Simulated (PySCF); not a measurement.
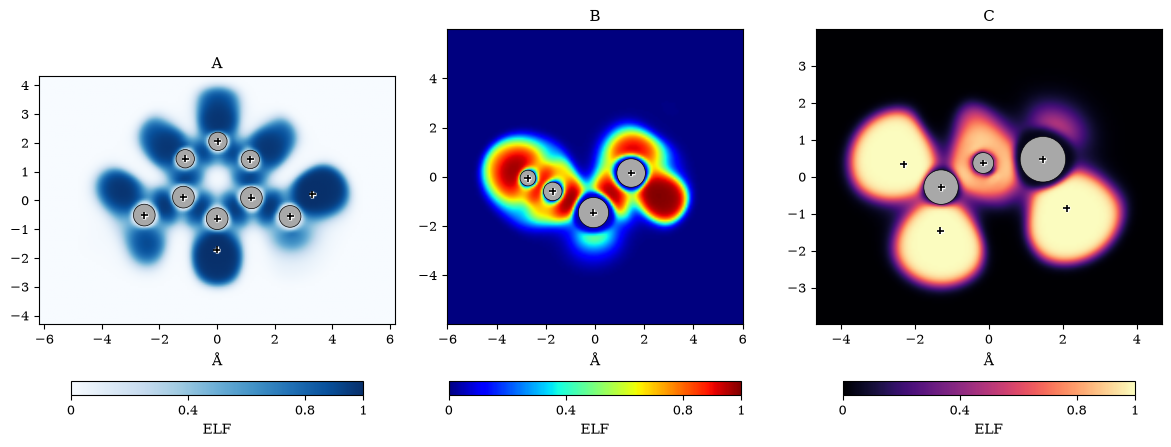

The ELF of 3 systems, each on a plane through atoms (crosses mark nuclei in the plane; grey discs cover the cores).

All numbers below come from PySCF, PBE0/def2-SVPD, SCF density, gas phase.

System 1: CH$_{10}$AsBOSi, the plane of atoms O3, B4 and H11. Geometry: GFN2-xTB; at this geometry the atoms fall into two loosely joined parts.

```tsv
atom	x (Å)	y (Å)	z (Å)
C	-2.8146	0.0123	-0.1145
Si	-1.0251	0.4181	0.3641
O	-0.0879	-0.6188	-0.4523
B	0.7600	-1.6172	-0.5480
As	3.0689	0.3874	-0.4071
H	-3.4974	0.7379	0.3159
H	-2.9535	0.0296	-1.1925
H	-3.1154	-0.9712	0.2378
H	-0.8362	0.3057	1.8191
H	-0.5852	1.7296	-0.1247
H	1.0812	-1.9829	-1.6226
H	1.1698	-2.1542	0.4231
H	2.4361	0.9565	0.8205
H	4.1348	1.4533	-0.3085
H	2.2602	1.3219	-1.2435
```

System 2: C$_{2}$H$_{9}$N$_{2}$PSi$_{2}$, the plane of atoms P4, Si5 and C6. Geometry: GFN2-xTB.

| atom | x (Å) | y (Å) | z (Å) |
| --- | --- | --- | --- |
| C | -3.1492 | 0.4982 | -0.3732 |
| N | -1.9163 | -0.2003 | -0.6431 |
| Si | -0.4029 | 0.2827 | -0.0109 |
| P | 1.0194 | -1.2131 | -0.8905 |
| Si | 2.8373 | -0.7654 | 0.3031 |
| C | 3.4189 | 0.9197 | -0.2484 |
| N | 3.7606 | 1.9561 | -0.5960 |
| H | -3.3330 | 1.3071 | -1.0868 |
| H | -3.0934 | 0.9310 | 0.6223 |
| H | -3.9909 | -0.1955 | -0.4102 |
| H | -1.9393 | -0.6867 | -1.5282 |
| H | -0.5155 | 0.2110 | 1.4524 |
| H | 0.1055 | 1.6133 | -0.3786 |
| H | 0.6339 | -2.2731 | -0.0956 |
| H | 3.8903 | -1.7214 | -0.0450 |
| H | 2.6671 | -0.6546 | 1.7566 |

System 3: C$_{6}$H$_{9}$N$_{3}$ (SMILES CCc1cc(C)nnn1), the plane of atoms C2, C3 and C4. Geometry: GFN2-xTB.

```xyz
18

C     2.6684    0.3916   -0.3855
C     1.9072   -0.1160    0.8412
C     0.5289   -0.5405    0.4492
C    -0.5383    0.3469    0.3663
C    -1.7578   -0.1974   -0.0281
C    -3.0039    0.6112   -0.1459
N    -1.8408   -1.4965   -0.3164
N    -0.8048   -2.2572   -0.2318
N     0.3492   -1.8259    0.1392
H     2.1519    1.2359   -0.8379
H     2.7526   -0.3999   -1.1259
H     3.6673    0.7100   -0.0987
H     1.8470    0.6750    1.5915
H     2.4300   -0.9749    1.2621
H    -0.4303    1.3953    0.6027
H    -2.8661    1.4103   -0.8728
H    -3.2460    1.0663    0.8131
H    -3.8233   -0.0280   -0.4608
```

Q: Match each panel to its system.

A: Panel A is system 3, C$_{6}$H$_{9}$N$_{3}$: the plane holds C, N and H. N–N (1.29 Å): the ELF peaks at about 0.90 between the atoms: localised, covalent bonding. Panel B is system 2, C$_{2}$H$_{9}$N$_{2}$PSi$_{2}$: the plane holds P, Si, C and N. C–N (1.15 Å): the ELF peaks at about 0.90 between the atoms: a short, multiple covalent bond. Panel C is system 1, CH$_{10}$AsBOSi: the plane holds Si, O, B and H. B–O (1.31 Å): the ELF peaks at about 0.90 between the atoms, as expected for a polar covalent bond.
